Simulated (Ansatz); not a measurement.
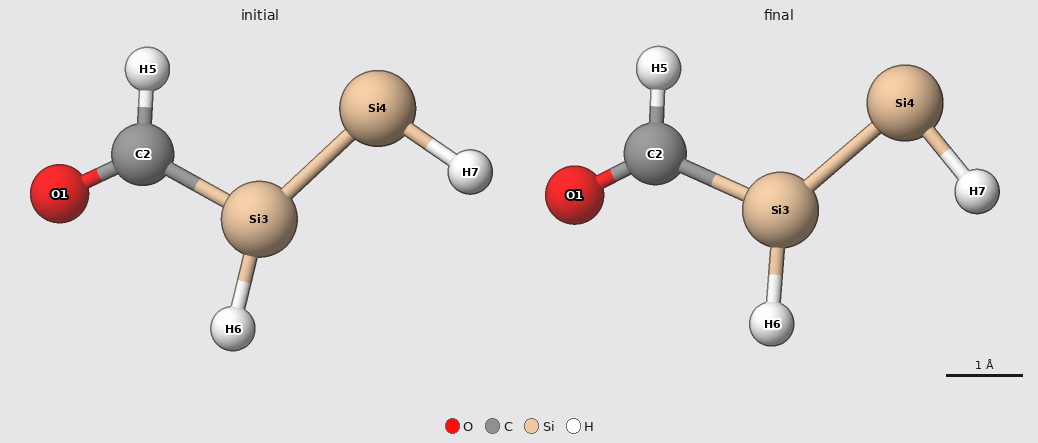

The structure of CH3OSi2 (charge −1) before (left) and after (right) a relaxation, at one scale.

A ball-and-stick model, seen at a tilt.

Level of theory: RKS PBE0-D4/def2-TZVPD (Ansatz). Set-up: force threshold 0.005 eV/Å; at most 200 steps.

Q: Describe what moved and what it gained.

A: H7 moves most after the best rigid fit: 0.30 Å. Largest moves by element: H 0.30 Å, Si 0.13 Å, C 0.09 Å, O 0.06 Å. Some distances before and after: C2–Si3 1.820 → 1.878 Å, Si3–Si4 2.168 → 2.200 Å, Si3–H6 1.483 → 1.504 Å, O1–C2 1.245 → 1.225 Å. Among the angles between lasting bonds that change: Si3–Si4–H7 104.4° → 90.7°, Si4–Si3–H6 145.7° → 133.8°, C2–Si3–Si4 109.6° → 116.7°. Over 10 accepted moves (11 points after the start) the energy falls by 13.2 kJ/mol. The largest force component goes from 1.4 to 0.0018 eV/Å. The line search rejected the trial step at point 10 of the run. Cost: 32 s on 2 threads of Intel Xeon 6975P-C, with other jobs on the host.
